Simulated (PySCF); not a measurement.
C8H13ClSi

The calculation's input:

```
{"job": {"kind": "nmr", "xc": "PBE0", "basis": "pcSseg-1"}, "charge": 0, "multiplicity": 1}
C     -0.648853    -3.298888     0.189392
C     -0.552932    -2.087412    -0.257368
C     -0.433733    -0.877292    -0.717379
C     -1.654829    -0.023366    -1.009207
C     -1.812018     1.006494     0.066087
C     -1.572907     2.293745    -0.101814
Si     1.282560    -0.113732    -0.969237
Cl     1.236486     1.029443    -2.648621
C      1.773460     1.001326     0.496394
C      1.693385     0.278035     1.836701
H     -0.692683    -4.148696    -0.473007
H     -0.692644    -3.513000     1.245355
H     -2.542755    -0.659016    -1.045022
H     -1.527801     0.464813    -1.976893
H     -2.109550     0.622472     1.033966
H     -1.266488     2.692210    -1.055587
H     -1.678708     3.003657     0.701656
H      2.263999    -1.180052    -1.182662
H      2.790006     1.372644     0.352190
H      1.125495     1.879636     0.529898
H      0.680377    -0.071517     2.021527
H      1.981027     0.940893     2.650646
H      2.354353    -0.585412     1.847450
```

Run with:

```sh
OMP_NUM_THREADS=1 python probes_run.py task.json out
```

Geometry: GFN2-xTB.

Computed with PySCF, PBE0/pcSseg-1, SCF density, gas phase, non-relativistic.

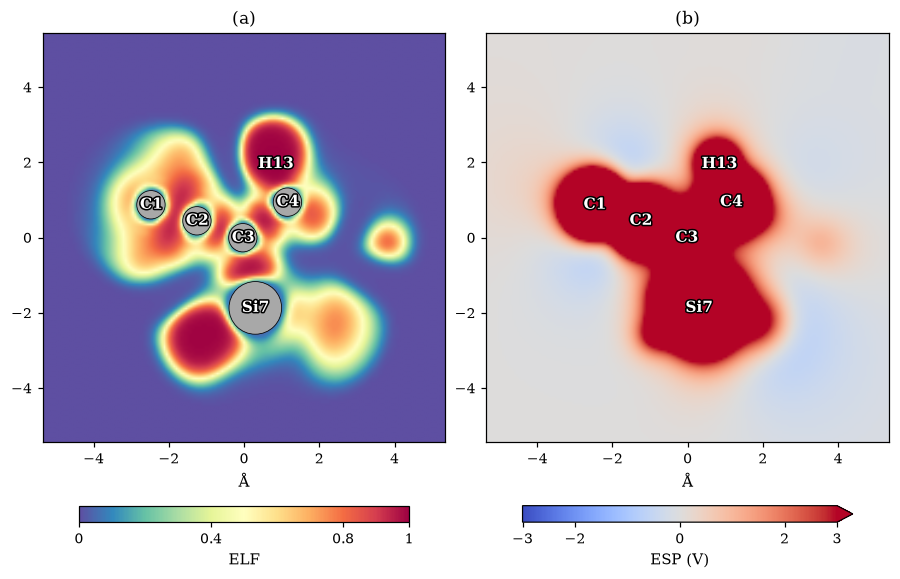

Figure 1. (a) ELF; (b) molecular electrostatic potential on the plane of atoms C2, C3 and Si7. Grey discs cover the atomic cores in the ELF map.

Describe what can be read from this map.

- Atoms in the plane: C, Si and H.
- C–C (1.29 Å): the ELF peaks at about 0.90 between the atoms: a multiple bond.
- C–Si (1.90 Å): the ELF peaks at about 0.95 between the atoms, as expected for localised, covalent bonding.
- C–H (1.09 Å): the ELF climbs to about 1 towards the hydrogen, as it does in any bond to H (an ordinary covalent bond to hydrogen).
- C–C (1.52 Å): the ELF peaks at about 0.95 between the atoms, as expected for a covalent bond.
- Outside the dense part of the molecule the potential is most negative (−0.6 V) near Cl8, which lies off the plane.

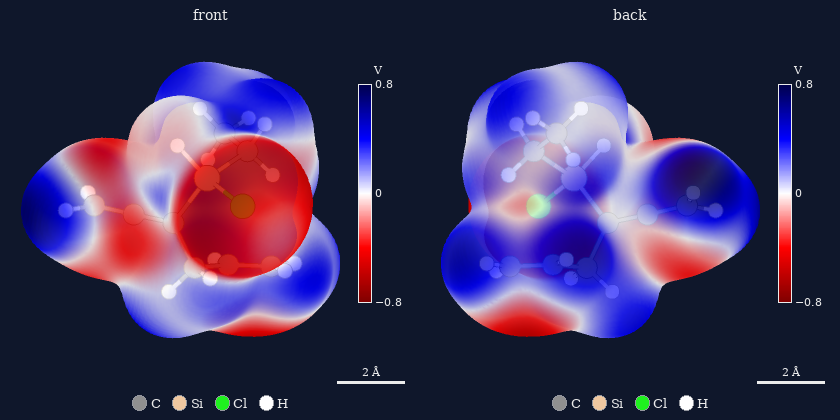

Figure 2. The molecular electrostatic potential painted on the density surface at 0.001 e/bohr³, seen from the front and from behind; red is negative and blue positive.

Which sites attract a positive test charge, and which a negative one?

A positive charge is drawn to the negative regions and a negative charge to the positive ones. The most negative region (about −0.6 V) lies over C6 and Cl8, the most positive (about +0.8 V) over H11 and H12.

What dipole moment does the calculation give?

Its dipole moment is 1.96 D.
